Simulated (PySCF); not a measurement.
Excited-state calculation of Ge$_{6}$Cl$_{6}$

- system: Ge$_{6}$Cl$_{6}$ (Ge6Cl6 prismane)
- method: TDDFT wB97X-D/def2-SVPD, vertical, gas phase, core orbitals frozen in the response (PySCF 2.14.0)

The geometry comes from this level: PBE0-D3(BJ)/def2-SVP.

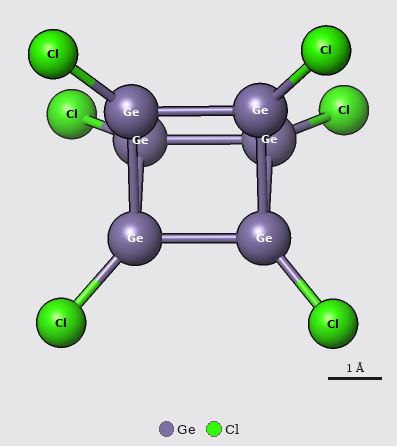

*The structure as given in the input (ball-and-stick view, seen on its broad side). Sticks mark near contacts.*

Bond lengths as drawn: Cl–Ge 2.16 to 2.17 Å and Ge–Ge 2.47 to 2.57 Å.

Input file:
```
{"job": {"kind": "uv", "xc": "wB97X-D", "basis": "def2-SVPD", "ip": false, "nstates": 15}, "charge": 0, "multiplicity": 1}
Ge     0.644183     1.187782    -1.339363
Cl     1.343001     2.577836    -2.843888
Ge     0.407209     1.448732     1.190363
Cl     0.865481     3.130355     2.479057
Ge    -1.645764     0.930406    -0.244030
Cl    -3.488162     2.021952    -0.557707
Ge    -1.245429    -1.494669     0.050703
Cl    -2.686059    -3.114090     0.091254
Ge     1.052029    -1.238918    -1.074188
Cl     2.274297    -2.545095    -2.296116
Ge     0.832065    -0.976575     1.466880
Cl     1.762611    -2.010457     3.128024
```

The first line tells a small driver script what to run in PySCF; the rest is the geometry in Å.

Hardware: 2 CPU threads, shared host.

Command:
```bash
OMP_NUM_THREADS=2 python <driver script> task.json out
```

Output:
```
coarse grid: 82392 points
cycle   1  E = -15221.2137766481  dE = -2.114e+00  |g| = 1.114e+00  |ddm| = 9.488e+00
cycle   2  E = -15220.9781262977  dE =  2.357e-01  |g| = 1.514e+00  |ddm| = 4.735e+00
cycle   3  E = -15221.5102302786  dE = -5.321e-01  |g| = 9.592e-02  |ddm| = 2.627e+00
cycle   4  E = -15221.5133465766  dE = -3.116e-03  |g| = 5.364e-02  |ddm| = 6.599e-01
cycle   5  E = -15221.5146833294  dE = -1.337e-03  |g| = 1.063e-02  |ddm| = 1.885e-01
cycle   6  E = -15221.5149160656  dE = -2.327e-04  |g| = 4.765e-03  |ddm| = 1.240e-01
cycle   7  E = -15221.5149453424  dE = -2.928e-05  |g| = 1.758e-03  |ddm| = 4.937e-02
cycle   8  E = -15221.5149478565  dE = -2.514e-06  |g| = 1.224e-03  |ddm| = 1.708e-02
final grid: 148704 points
cycle   9  E = -15221.5116162255  dE = -4.035e-06  |g| = 2.280e-03  |ddm| = 3.738e-02
cycle  10  E = -15221.5116162111  dE =  1.438e-08  |g| = 2.457e-03  |ddm| = 1.275e-02
cycle  11  E = -15221.5116175649  dE = -1.354e-06  |g| = 3.282e-04  |ddm| = 5.237e-03
cycle  12  E = -15221.5116176182  dE = -5.331e-08  |g| = 1.096e-04  |ddm| = 1.489e-03
cycle  13  E = -15221.5116176372  dE = -1.896e-08  |g| = 6.450e-05  |ddm| = 1.277e-03
cycle  14  E = -15221.5116176399  dE = -2.721e-09  |g| = 2.029e-05  |ddm| = 3.358e-04
cycle  15  E = -15221.5116176405  dE = -6.403e-10  |g| = 7.203e-06  |ddm| = 2.101e-04
```

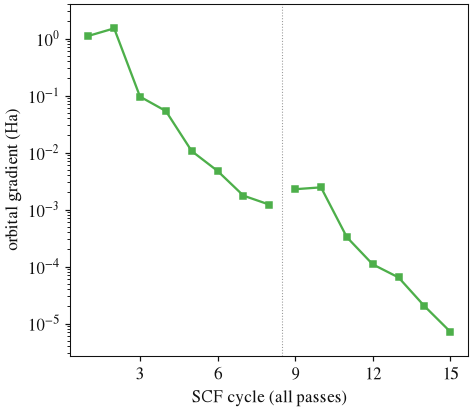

*Convergence of the self-consistent field: orbital gradient against the SCF cycle. The dotted line marks the change from a coarse to the final integration grid.*

The first 8 cycles use a coarse grid, the final grid takes over at cycle 9, and the field converges after 15 cycles in all.

```
converged SCF energy = -15221.5116176405

Static polarisability (au): isotropic 306.443, principal 292.030 293.715 333.586

Singlet excitations
state   eV       nm        f      main configurations
  1   2.5806    480.4   0.00006   H->L 0.98
  2   2.5929    478.2   0.00007   H-1->L 0.98
  3   3.2938    376.4   0.00001   H-2->L 0.91
  4   3.3067    374.9   0.00000   H-3->L 0.91
  5   3.5924    345.1   0.00001   H->L+1 0.63, H-1->L+2 0.34
  6   3.7434    331.2   0.00007   H-1->L+2 0.59, H->L+1 0.30
  7   3.7456    331.0   0.00016   H-1->L+1 0.46, H->L+2 0.43
  8   3.9133    316.8   0.00000   H-4->L 0.94
  9   3.9862    311.0   0.00010   H->L+3 0.46, H-1->L+4 0.39
 10   4.1676    297.5   0.01604   H-1->L+4 0.31, H->L+3 0.23, H-1->L+6 0.14
 11   4.1865    296.2   0.01074   H-1->L+3 0.66, H->L+6 0.13
 12   4.2100    294.5   0.01203   H->L+4 0.50, H->L+3 0.09
 13   4.2817    289.6   0.02628   H->L+5 0.28, H-1->L+5 0.15, H-1->L+1 0.14
 14   4.2883    289.1   0.02500   H->L+5 0.43, H->L+2 0.13, H->L+4 0.12
 15   4.2926    288.8   0.00312   H-1->L+5 0.68, H->L+5 0.15

Triplet excitations (Tamm-Dancoff, eV): 2.3376 2.3482 2.9441 2.9567
```

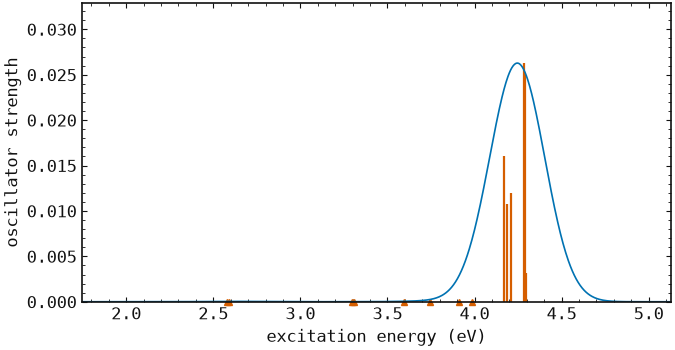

*Computed excitations as sticks (degenerate states added up, dark ones marked on the axis), with a Gaussian envelope of 0.35 eV full width at half maximum, scaled to the tallest.*

Of the 15 states the lowest lies at 2.58 eV (f = 0.000); the strongest line is at 4.28 eV, or 290 nm (f = 0.026).

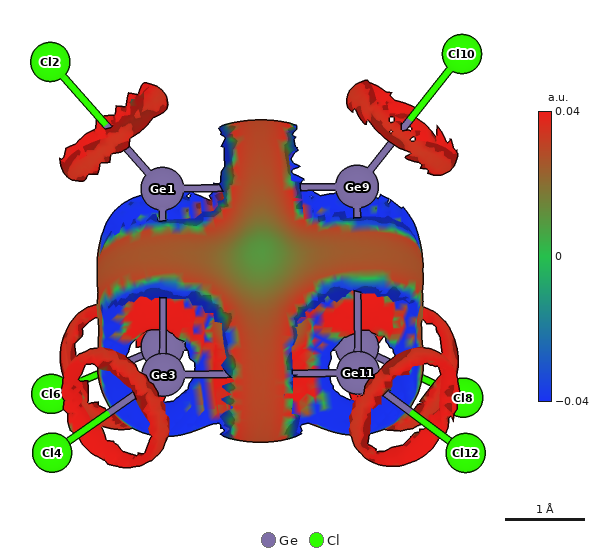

*Non-covalent interaction (NCI) plot: the surface where the reduced density gradient is 0.6, for densities under 0.05 a.u., coloured by sign(λ₂)ρ; seen from the side.*

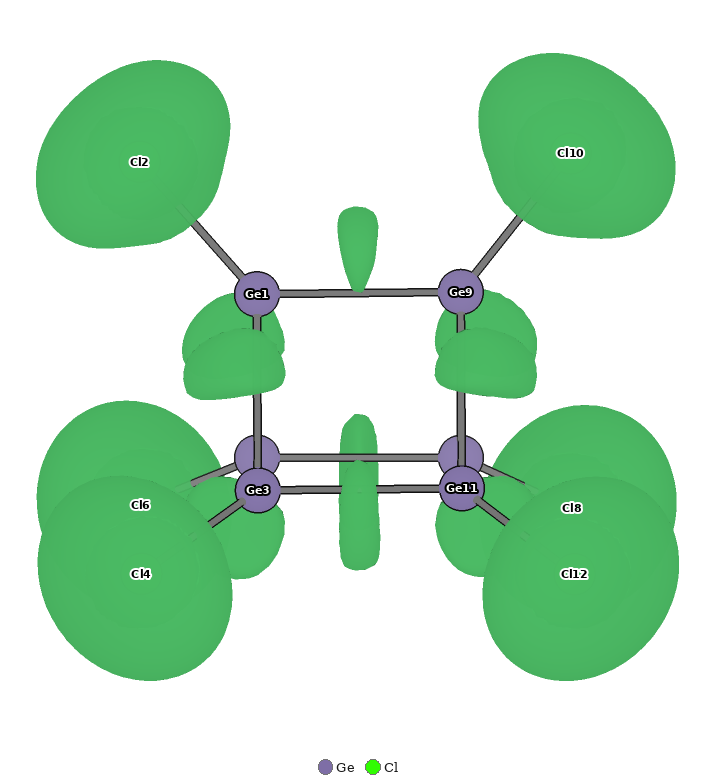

*Isosurface of the ELF at 0.75 (green), seen from the side. Core shells and regions of very low density are left out.*

Profiles from the grid: Ge–Cl (2.16 Å): the ELF peaks at about 0.85 in the valence shell of Cl, 0.8 Å from its nucleus, and is about 0.65 at the midpoint.

Summary:

```tsv
quantity	value
outcome	converged
total energy	−15221.511618 hartree
HOMO	−8.82 eV
LUMO	−2.21 eV
dipole moment	0.16 D
mean polarisability	306.44 a.u.
lowest singlet excitation	2.58 eV
wall time	3.9 min (CPU time 8.3 min)
peak memory	3.7 GiB
```

Notes:

Spin–orbit coupling is left out, which matters for the heavy atoms.
